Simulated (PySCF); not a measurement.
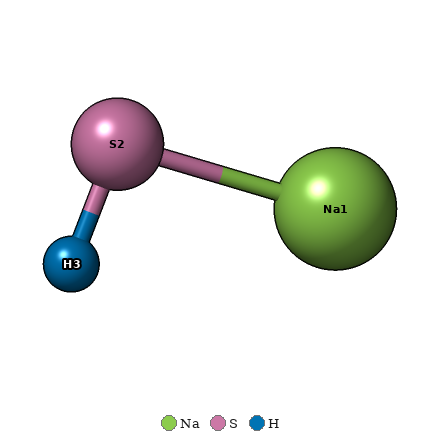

NaHS, SMILES [Na][SH], singlet. Vertical core-electron binding energies by ΔSCF (SCAN, pcX-2 on the ionised atom, pcseg-1 elsewhere, spin-free X2C; PySCF, at a PBE0-D3(BJ)/def2-SVP geometry (no frequency check)), gas phase, against the vacuum level. One atom of each kind was ionised; within a panel, areas follow the number of like atoms and 2j + 1 (2p levels are split by first-order spin-orbit coupling, an approximation), Gaussians of 0.4 eV full width. Only the regions named are shown.

**Predict the S 2p photoelectron lines.**

| level | atoms | binding energy (eV) |
| --- | --- | --- |
| S 2p1/2 | S2 | 167.6 |
| S 2p3/2 | S2 | 166.4 |

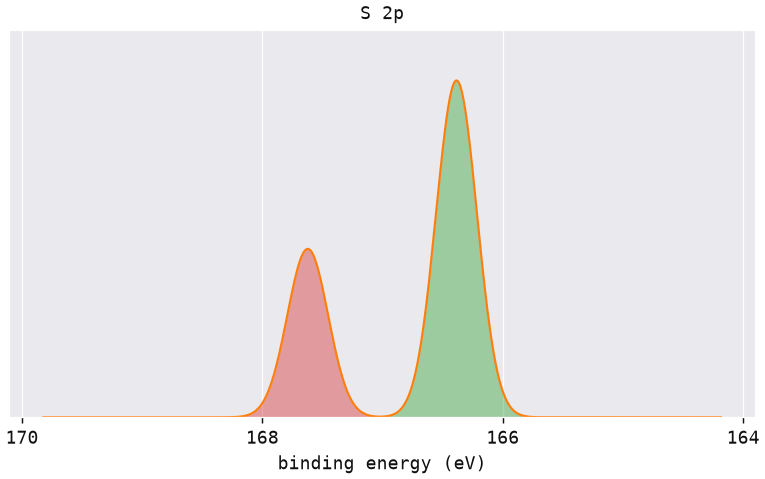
